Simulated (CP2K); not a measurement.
Consider isocyanocyclopropane at its PBE geometry (Å).

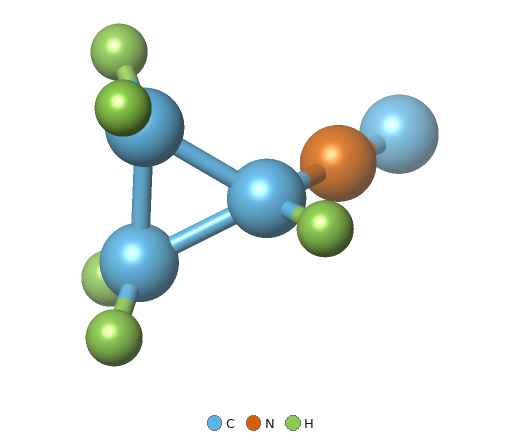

The molecule (carbon blue, nitrogen orange, hydrogen green).

```xyz
10

C     2.7669   -0.4246   -0.1039
N     1.6382   -0.2554    0.2075
C     0.3030   -0.0588    0.5820
C    -0.7967   -0.6351   -0.2867
C    -0.5644    0.8556   -0.2584
H     0.1610   -0.0574    1.6618
H    -0.4794   -1.1805   -1.1727
H    -1.6661   -1.0428    0.2255
H    -0.0896    1.3089   -1.1258
H    -1.2728    1.4901    0.2706
```

Method: CP2K XAS_TDP, all-electron GAPW, PBEh(45%), aug-cc-pVDZ, TDA, GW2X-corrected core level, no relativity.

Predict the bright core excitations at the C K edge.

Leading lines: C1 288.85 eV, C3 291.26 eV and C4 290.39 eV. The leading line of an atom is its first one with 35 % of the strongest within 2.5 eV of its lowest line over the strength cut. Core ionisation energies at this level: C3 293.83, C4 292.62 and C1 294.29 eV.

The first six lines of each atom with a strength over 0.0015:

| atom | energy (eV) | states | strength, one atom | above the computed threshold |
| --- | --- | --- | --- | --- |
| C1 (bonded to N) | 288.85 | 1 | 0.0684 |  |
|  | 289.05 | 1 | 0.0662 |  |
|  | 293.37 | 1 | 0.0016 |  |
|  | 294.32 | 1 | 0.0047 | yes |
|  | 294.52 | 2 | 0.0046 | yes |
|  | 294.71 | 1 | 0.0015 | yes |
| C3 (bonded to 2 C, N and H) | 291.26 | 1 | 0.0130 |  |
|  | 291.55 | 1 | 0.0172 |  |
|  | 292.25 | 1 | 0.0139 |  |
|  | 292.32 | 1 | 0.0047 |  |
|  | 292.76 | 1 | 0.0026 |  |
|  | 293.44 | 2 | 0.0307 |  |
| C4 (bonded to 2 C and 2 H), 2 alike | 290.33 | 1 | 0.0096 |  |
|  | 290.39 | 1 | 0.0321 |  |
|  | 290.74 | 1 | 0.0131 |  |
|  | 291.33 | 1 | 0.0017 |  |
|  | 291.48 | 1 | 0.0039 |  |
|  | 291.93 | 1 | 0.0045 |  |

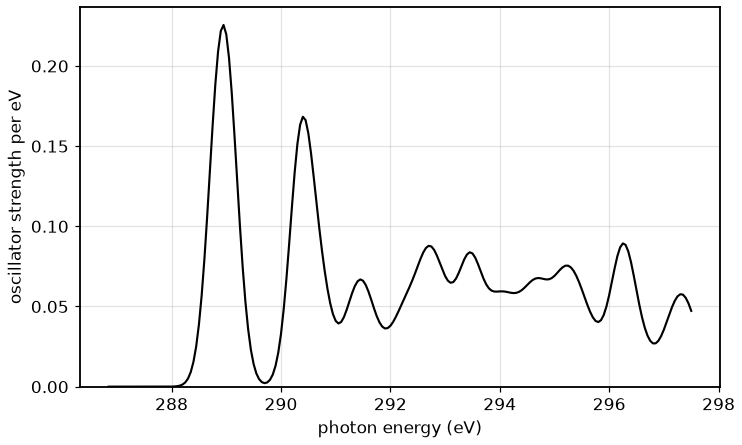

All atoms added, broadened by 0.5 eV.

Lines are vertical, at one geometry, with no vibrational structure. GW2X ionisation energies and lines can be off by 1 to 2 eV either way, and a good line position may hide errors that cancel. These values hold no scalar relativity, about 0.1 eV for C 1s. Rydberg lines, and the discretised continuum above threshold, depend on the basis and the box.

[Banner, clock and machine lines of the logs are left out without a mark of their own.]

[Logs are printed without paths, hosts, clocks, repeated set-up lines and the standing remarks that a program may print on its own settings, such as how far it seeks lower states.]

[Hosts, paths, dates, database ids (printed as entryN), source tags and the programs' standing remarks are cut or masked in the printed files.]
